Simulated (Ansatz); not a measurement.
# CHBF (charge -1): two geometries relaxed

Aim: relax the geometries before and after the shift of H4 from C1 to B2, and see whether they are two minima and how far apart in energy. SMILES of the start: [CH-]=BF.

Program: Ansatz 0.2.0. Level of theory: RKS B3LYP/def2-TZVP. These are calculated values, not measurements.

## 1. The system as given

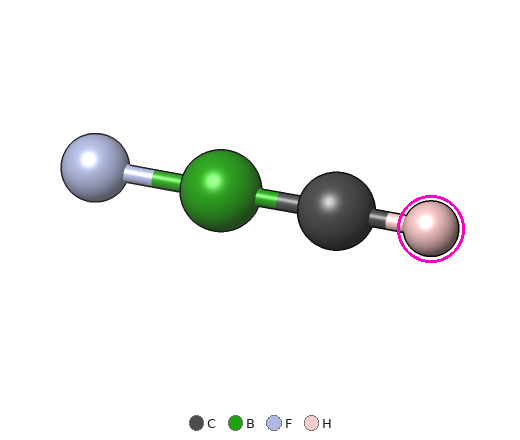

The starting structure, seen from a chosen angle (carbon dark grey, boron green, fluorine light blue, hydrogen pink). Ringed: H4.

As a file:

```xyz
4

C    -0.0383    0.7043   -0.2300
B     0.0296   -0.5377    0.1756
F     0.1039   -1.8858    0.6240
H    -0.0952    1.7192   -0.5696
```

## 2. End point A

input.yaml reads:

```yaml
crystal:
  periodic: [false, false, false]
  atoms:
    - { symbol: C, position_ang: [-0.03831, 0.70427, -0.22998] }
    - { symbol: B, position_ang: [0.02957, -0.5377, 0.17563] }
    - { symbol: F, position_ang: [0.1039, -1.8858, 0.62399] }
    - { symbol: H, position_ang: [-0.09516, 1.71924, -0.56965] }
total_charge: -1
basis:
  gaussian: { orbitals: def2-TZVP }
hamiltonian:
  xc: b3lyp
relax:
  f_tol: 0.02
  max_steps: 50
```

Started as:

```
ansatz run input.yaml --threads 2 --pin off --max-ram 3072MiB --backend cpu --events-out ev --progress --plain --runs-dir out
```

Output:

```text
Warning: RAYON_NUM_THREADS=2 ignored (pool sized by the plan → 2); use --threads N
The last accepted step is kept in <dir> (removed where the run ends without a failure and the disk answers)
Engine: ansatz 0.2.0, aarch64-unknown-linux-gnu
Functional definition: B3LYP
  parameter a0 = 0.2
  parameter ax = 0.72
  parameter ac = 0.81
  exchange = (1 - a0 - ax)*slater_x + ax*b88_x + a0*exact_x
  correlation = (1 - ac)*vwn_rpa_c + ac*lyp_c
549 factors; their error is unknown
mean field evaluation 1: about -4434.0993 eV, gradient 8.0e1 eV
mean field evaluation 2: about -4388.6713 eV, gradient 1.5e2 eV
mean field evaluation 4: about -4446.9702 eV, gradient 1.8e1 eV
mean field evaluation 8: about -4447.7657 eV, gradient 1.2e-1 eV
mean field evaluation 16: about -4447.7743 eV, gradient 4.8e-5 eV
mean field -4447.77427623 eV, -163.4526898418 hartree, gradient 4.8e-5 eV, S^2 0.000000; 0 other end points of the search recorded, 0 dependent functions left out
the calculation of the forces begins
reference -4447.77447870 eV, -163.4526972822 hartree; 11, 11 occupied and 88, 88 virtual orbitals, 549 factors
relax step   1: F+E_penalty+E_count = -4447.77427623 eV  Δ(F+E_penalty+E_count) = +0.000e0 eV  max|allowed force component| = 2.013e0 eV/Å  Δτ_max = 0.0000 Å  (27 SCF iters, accepted)
these checks for a lower state are left out or cut short: starts, cluster_reference, orbital_swaps, neighbouring_geometries, increment
549 factors; their error is unknown
mean field -4447.82292400 eV, -163.4544776144 hartree, gradient 2.1e-5 eV, S^2 0.000000; 0 other end points of the search recorded, 0 dependent functions left out
the calculation of the forces begins
reference -4447.82312584 eV, -163.4544850317 hartree; 11, 11 occupied and 88, 88 virtual orbitals, 549 factors
relax step   2: F+E_penalty+E_count = -4447.82292400 eV  Δ(F+E_penalty+E_count) = -4.865e-2 eV  max|allowed force component| = 1.076e0 eV/Å  Δτ_max = 0.0237 Å  (31 SCF iters, accepted)
these checks for a lower state are left out or cut short: starts, cluster_reference, orbital_swaps, neighbouring_geometries, increment
549 factors; their error is unknown
mean field -4447.83983257 eV, -163.4550989930 hartree, gradient 2.2e-5 eV, S^2 0.000000; 0 other end points of the search recorded, 0 dependent functions left out
the calculation of the forces begins
reference -4447.84003362 eV, -163.4551063813 hartree; 11, 11 occupied and 88, 88 virtual orbitals, 549 factors
relax step   3: F+E_penalty+E_count = -4447.83983257 eV  Δ(F+E_penalty+E_count) = -1.691e-2 eV  max|allowed force component| = 2.881e-1 eV/Å  Δτ_max = 0.0236 Å  (31 SCF iters, accepted)
these checks for a lower state are left out or cut short: starts, cluster_reference, orbital_swaps, neighbouring_geometries, increment
549 factors; their error is unknown
mean field evaluation 32: about -4447.8307 eV, gradient 3.5e-1 eV
mean field -4447.84027341 eV, -163.4551151933 hartree, gradient 2.3e-5 eV, S^2 0.000000; 0 other end points of the search recorded, 0 dependent functions left out
the calculation of the forces begins
reference -4447.84047435 eV, -163.4551225777 hartree; 11, 11 occupied and 88, 88 virtual orbitals, 549 factors
relax step   4: F+E_penalty+E_count = -4447.84027341 eV  Δ(F+E_penalty+E_count) = -4.408e-4 eV  max|allowed force component| = 1.649e-2 eV/Å  Δτ_max = 0.0019 Å  (33 SCF iters, accepted)
549 factors; their error is unknown
mean field -4447.84027341 eV, -163.4551151933 hartree, gradient 2.3e-5 eV, S^2 0.000000; 1 other end points of the search recorded, 0 dependent functions left out
the calculation of the forces begins
reference -4447.84047435 eV, -163.4551225777 hartree; 11, 11 occupied and 88, 88 virtual orbitals, 549 factors
Total energy: -4447.84047435 eV, -163.4551225777 hartree
Atom 0 at    -0.037784     0.693028    -0.226589 Å, force    -0.001470     0.016486    -0.008711 eV/Å
Atom 1 at     0.030432    -0.554021     0.182453 Å, force     0.000592    -0.003422     0.003488 eV/Å
Atom 2 at     0.101520    -1.841728     0.608605 Å, force    -0.000081    -0.000351    -0.000473 eV/Å
Atom 3 at    -0.094169     1.702730    -0.564478 Å, force     0.000959    -0.012713     0.005697 eV/Å
Dipole moment:     0.034374    -0.629779     0.206133 e Å
```

Wall time 4.2 s (2 threads of Arm Neoverse V2, shared host); peak memory 0.13 GiB.

The steps of the relaxation:

| step | energy from step 1 (eV) | largest force component (eV/Å) |
| --- | --- | --- |
| 1 | 0.0000 | 2.0132 |
| 2 | -0.0486 | 1.0758 |
| 3 | -0.0656 | 0.2881 |
| 4 | -0.0660 | 0.0165 |

Step 1 is the start.

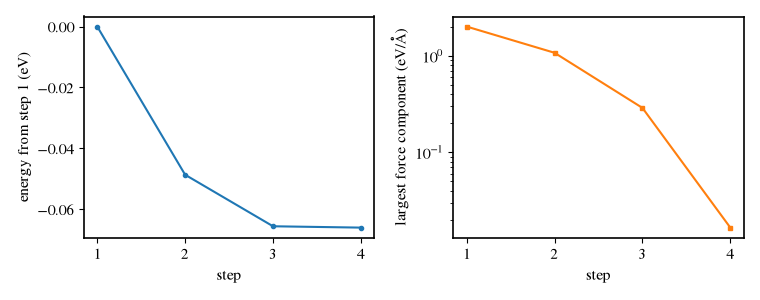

How energy and force went from step to step.

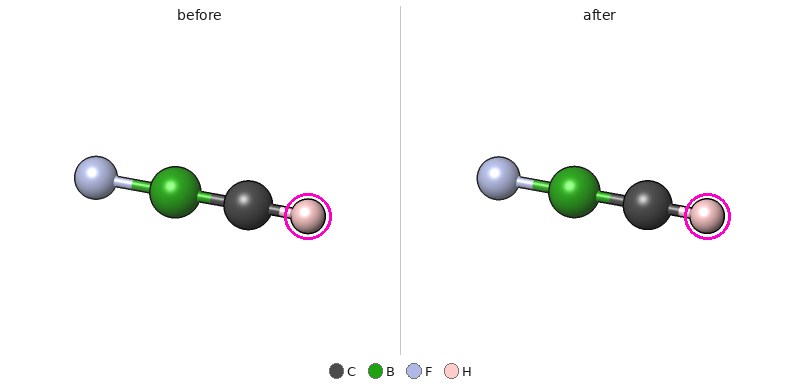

The structure before (left) and after (right), drawn at the same scale.

After: Bond lengths: C1–B2 1.314 Å, B2–F3 1.358 Å, C1–H4 1.066 Å. Angles: C1–B2–F3 179.8°, B2–C1–H4 179.7°.

## 3. End point B

The second end starts from a geometry with the move made by hand.

input.yaml, as its differences from that of step 2:

```diff
@@ -6,3 +6,3 @@
     - { symbol: F, position_ang: [0.1039, -1.8858, 0.62399] }
-    - { symbol: H, position_ang: [-0.09516, 1.71924, -0.56965] }
+    - { symbol: H, position_ang: [-0.06796, -0.37187, -0.97845] }
 total_charge: -1
```

Started as:

```
ansatz run input.yaml --threads 2 --pin off --max-ram 3072MiB --backend cpu --events-out ev --progress --plain --runs-dir out
```

Output:

```text
Warning: RAYON_NUM_THREADS=2 ignored (pool sized by the plan → 2); use --threads N
[... 8 set-up lines as earlier in the session ...]
549 factors; their error is unknown
mean field evaluation 1: about -4433.2449 eV, gradient 7.9e1 eV
mean field evaluation 2: about -4365.3063 eV, gradient 1.5e2 eV
mean field evaluation 4: about -4444.5781 eV, gradient 2.6e1 eV
mean field evaluation 8: about -4446.0987 eV, gradient 1.3e-1 eV
mean field evaluation 16: about -4446.1105 eV, gradient 6.4e-5 eV
mean field -4446.11050577 eV, -163.3915474052 hartree, gradient 6.4e-5 eV, S^2 0.000000; 0 other end points of the search recorded, 0 dependent functions left out
the calculation of the forces begins
reference -4446.11070046 eV, -163.3915545600 hartree; 11, 11 occupied and 88, 88 virtual orbitals, 549 factors
relax step   1: F+E_penalty+E_count = -4446.11050577 eV  Δ(F+E_penalty+E_count) = +0.000e0 eV  max|allowed force component| = 5.929e0 eV/Å  Δτ_max = 0.0000 Å  (29 SCF iters, accepted)
these checks for a lower state are left out or cut short: starts, cluster_reference, orbital_swaps, neighbouring_geometries, increment
549 factors; their error is unknown
mean field -4446.45967902 eV, -163.4043792853 hartree, gradient 2.1e-5 eV, S^2 0.000000; 0 other end points of the search recorded, 0 dependent functions left out
the calculation of the forces begins
reference -4446.45987163 eV, -163.4043863638 hartree; 11, 11 occupied and 88, 88 virtual orbitals, 549 factors
relax step   2: F+E_penalty+E_count = -4446.45967902 eV  Δ(F+E_penalty+E_count) = -3.492e-1 eV  max|allowed force component| = 2.560e0 eV/Å  Δτ_max = 0.0595 Å  (31 SCF iters, accepted)
these checks for a lower state are left out or cut short: starts, cluster_reference, orbital_swaps, neighbouring_geometries, increment
549 factors; their error is unknown
mean field evaluation 32: about -4446.6782 eV, gradient 7.9e-6 eV
mean field -4446.67819417 eV, -163.4124095690 hartree, gradient 7.9e-6 eV, S^2 0.000000; 0 other end points of the search recorded, 0 dependent functions left out
the calculation of the forces begins
reference -4446.67838820 eV, -163.4124166997 hartree; 11, 11 occupied and 88, 88 virtual orbitals, 549 factors
relax step   3: F+E_penalty+E_count = -4446.67819417 eV  Δ(F+E_penalty+E_count) = -2.185e-1 eV  max|allowed force component| = 8.012e-1 eV/Å  Δτ_max = 0.1048 Å  (32 SCF iters, accepted)
these checks for a lower state are left out or cut short: starts, cluster_reference, orbital_swaps, neighbouring_geometries, increment
549 factors; their error is unknown
mean field -4446.81008286 eV, -163.4172563891 hartree, gradient 1.7e-5 eV, S^2 0.000000; 0 other end points of the search recorded, 0 dependent functions left out
the calculation of the forces begins
reference -4446.81027542 eV, -163.4172634654 hartree; 11, 11 occupied and 88, 88 virtual orbitals, 549 factors
relax step   4: F+E_penalty+E_count = -4446.81008286 eV  Δ(F+E_penalty+E_count) = -1.319e-1 eV  max|allowed force component| = 1.143e0 eV/Å  Δτ_max = 0.1271 Å  (38 SCF iters, accepted)
these checks for a lower state are left out or cut short: starts, cluster_reference, orbital_swaps, neighbouring_geometries, increment
549 factors; their error is unknown
mean field -4446.99880916 eV, -163.4241919527 hartree, gradient 1.8e-5 eV, S^2 0.000000; 0 other end points of the search recorded, 0 dependent functions left out
the calculation of the forces begins
reference -4446.99900454 eV, -163.4241991327 hartree; 11, 11 occupied and 88, 88 virtual orbitals, 549 factors
relax step   5: F+E_penalty+E_count = -4446.99880916 eV  Δ(F+E_penalty+E_count) = -1.887e-1 eV  max|allowed force component| = 8.597e-1 eV/Å  Δτ_max = 0.1900 Å  (37 SCF iters, accepted)
these checks for a lower state are left out or cut short: starts, cluster_reference, orbital_swaps, neighbouring_geometries, increment
549 factors; their error is unknown
mean field -4447.21179290 eV, -163.4320189608 hartree, gradient 2.3e-5 eV, S^2 0.000000; 0 other end points of the search recorded, 0 dependent functions left out
the calculation of the forces begins
reference -4447.21198997 eV, -163.4320262028 hartree; 11, 11 occupied and 88, 88 virtual orbitals, 549 factors
relax step   6: F+E_penalty+E_count = -4447.21179290 eV  Δ(F+E_penalty+E_count) = -2.130e-1 eV  max|allowed force component| = 1.301e0 eV/Å  Δτ_max = 0.1951 Å  (38 SCF iters, accepted)
these checks for a lower state are left out or cut short: starts, cluster_reference, orbital_swaps, neighbouring_geometries, increment
549 factors; their error is unknown
mean field evaluation 64: about -4447.4071 eV, gradient 2.4e-3 eV
mean field -4447.41481093 eV, -163.4394797355 hartree, gradient 2.3e-5 eV, S^2 0.000000; 0 other end points of the search recorded, 0 dependent functions left out
the calculation of the forces begins
reference -4447.41500543 eV, -163.4394868833 hartree; 11, 11 occupied and 88, 88 virtual orbitals, 549 factors
relax step   7: F+E_penalty+E_count = -4447.41481093 eV  Δ(F+E_penalty+E_count) = -2.030e-1 eV  max|allowed force component| = 1.324e0 eV/Å  Δτ_max = 0.1951 Å  (37 SCF iters, accepted)
these checks for a lower state are left out or cut short: starts, cluster_reference, orbital_swaps, neighbouring_geometries, increment
549 factors; their error is unknown
mean field -4447.71032223 eV, -163.4503395757 hartree, gradient 1.1e-5 eV, S^2 0.000000; 0 other end points of the search recorded, 0 dependent functions left out
the calculation of the forces begins
reference -4447.71052214 eV, -163.4503469221 hartree; 11, 11 occupied and 88, 88 virtual orbitals, 549 factors
relax step   8: F+E_penalty+E_count = -4447.71032223 eV  Δ(F+E_penalty+E_count) = -2.955e-1 eV  max|allowed force component| = 9.446e-1 eV/Å  Δτ_max = 0.2000 Å  (37 SCF iters, accepted)
these checks for a lower state are left out or cut short: starts, cluster_reference, orbital_swaps, neighbouring_geometries, increment
549 factors; their error is unknown
mean field -4447.78897642 eV, -163.4532300637 hartree, gradient 2.0e-5 eV, S^2 0.000000; 0 other end points of the search recorded, 0 dependent functions left out
the calculation of the forces begins
reference -4447.78917620 eV, -163.4532374055 hartree; 11, 11 occupied and 88, 88 virtual orbitals, 549 factors
relax step   9: F+E_penalty+E_count = -4447.78897642 eV  Δ(F+E_penalty+E_count) = -7.865e-2 eV  max|allowed force component| = 1.517e0 eV/Å  Δτ_max = 0.1983 Å  (37 SCF iters, accepted)
these checks for a lower state are left out or cut short: starts, cluster_reference, orbital_swaps, neighbouring_geometries, increment
549 factors; their error is unknown
mean field -4447.81543319 eV, -163.4542023321 hartree, gradient 2.6e-5 eV, S^2 0.000000; 0 other end points of the search recorded, 0 dependent functions left out
the calculation of the forces begins
reference -4447.81563258 eV, -163.4542096597 hartree; 11, 11 occupied and 88, 88 virtual orbitals, 549 factors
relax step  10: F+E_penalty+E_count = -4447.81543319 eV  Δ(F+E_penalty+E_count) = -2.646e-2 eV  max|allowed force component| = 1.172e0 eV/Å  Δτ_max = 0.0355 Å  (32 SCF iters, accepted)
these checks for a lower state are left out or cut short: starts, cluster_reference, orbital_swaps, neighbouring_geometries, increment
549 factors; their error is unknown
mean field evaluation 96: about -4447.8244 eV, gradient 1.4e-1 eV
mean field -4447.83367874 eV, -163.4548728438 hartree, gradient 1.5e-5 eV, S^2 0.000000; 0 other end points of the search recorded, 0 dependent functions left out
the calculation of the forces begins
reference -4447.83388039 eV, -163.4548802541 hartree; 11, 11 occupied and 88, 88 virtual orbitals, 549 factors
relax step  11: F+E_penalty+E_count = -4447.83367874 eV  Δ(F+E_penalty+E_count) = -1.825e-2 eV  max|allowed force component| = 8.068e-1 eV/Å  Δτ_max = 0.1120 Å  (32 SCF iters, accepted)
these checks for a lower state are left out or cut short: starts, cluster_reference, orbital_swaps, neighbouring_geometries, increment
549 factors; their error is unknown
mean field -4447.83975505 eV, -163.4550961438 hartree, gradient 2.3e-5 eV, S^2 0.000000; 0 other end points of the search recorded, 0 dependent functions left out
the calculation of the forces begins
reference -4447.83995608 eV, -163.4551035318 hartree; 11, 11 occupied and 88, 88 virtual orbitals, 549 factors
relax step  12: F+E_penalty+E_count = -4447.83975505 eV  Δ(F+E_penalty+E_count) = -6.076e-3 eV  max|allowed force component| = 1.411e-1 eV/Å  Δτ_max = 0.0096 Å  (33 SCF iters, accepted)
these checks for a lower state are left out or cut short: starts, cluster_reference, orbital_swaps, neighbouring_geometries, increment
549 factors; their error is unknown
mean field -4447.84027072 eV, -163.4551150946 hartree, gradient 2.3e-5 eV, S^2 0.000000; 0 other end points of the search recorded, 0 dependent functions left out
the calculation of the forces begins
reference -4447.84047187 eV, -163.4551224867 hartree; 11, 11 occupied and 88, 88 virtual orbitals, 549 factors
relax step  13: F+E_penalty+E_count = -4447.84027072 eV  Δ(F+E_penalty+E_count) = -5.157e-4 eV  max|allowed force component| = 1.169e-2 eV/Å  Δτ_max = 0.0038 Å  (33 SCF iters, accepted)
549 factors; their error is unknown
mean field evaluation 128: about -4447.5553 eV, gradient 9.8e0 eV
mean field -4447.84027072 eV, -163.4551150946 hartree, gradient 2.3e-5 eV, S^2 0.000000; 1 other end points of the search recorded, 0 dependent functions left out
the calculation of the forces begins
reference -4447.84047187 eV, -163.4551224867 hartree; 11, 11 occupied and 88, 88 virtual orbitals, 549 factors
Total energy: -4447.84047187 eV, -163.4551224867 hartree
Atom 0 at    -0.048953    -0.003201    -0.612005 Å, force    -0.000890     0.006911    -0.008639 eV/Å
Atom 1 at     0.051418    -0.938224     0.305899 Å, force    -0.000308     0.004630    -0.002176 eV/Å
Atom 2 at     0.155193    -1.903057     1.255642 Å, force     0.001177    -0.011686     0.010503 eV/Å
Atom 3 at    -0.130458     0.753382    -1.358346 Å, force     0.000021     0.000145     0.000312 eV/Å
Dipole moment:     0.050709    -0.472420     0.463734 e Å
```

It took 12 s on 2 threads of Arm Neoverse V2, shared host; peak memory 0.14 GiB.

Step by step:

| step | energy from step 1 (eV) | largest force component (eV/Å) |
| --- | --- | --- |
| 1 | 0.0000 | 5.9293 |
| 2 | -0.3492 | 2.5601 |
| 3 | -0.5677 | 0.8012 |
| 4 | -0.6996 | 1.1426 |
| 5 | -0.8883 | 0.8597 |
| 6 | -1.1013 | 1.3013 |
| 7 | -1.3043 | 1.3242 |
| 8 | -1.5998 | 0.9446 |
| 9 | -1.6785 | 1.5168 |
| 10 | -1.7049 | 1.1718 |
| 11 | -1.7232 | 0.8068 |
| 12 | -1.7292 | 0.1411 |
| 13 | -1.7298 | 0.0117 |

Step 1 is the start.

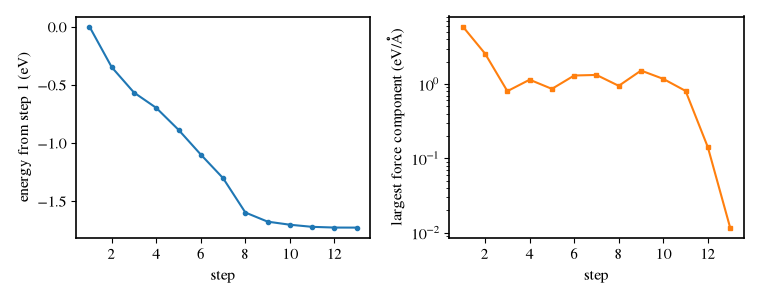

How energy and force went from step to step.

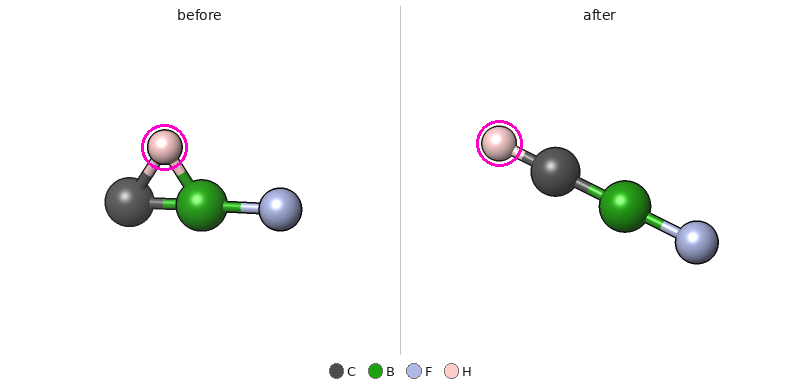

Before and after, at one scale.

After: Bond lengths: C1–B2 1.314 Å, B2–F3 1.358 Å, C1–H4 1.066 Å. Angles: C1–B2–F3 179.9°, B2–C1–H4 179.9°.

Pairs that crossed the distance rule for bonds on the way: came closer C1–H4; moved apart B2–H4.

## 4. What came out

```
                           quantity                     value
                              end A   3 moves, 0.066 eV lower
                              end B  12 moves, 1.730 eV lower
largest difference between the ends                    0.00 Å
            end B relative to end A                 +0.000 eV
```

**Reading.** Both starts fell into the same minimum (no atom differs by more than 0.00 Å), so from this start no second minimum was found and no band was run; another arrangement could still be one.
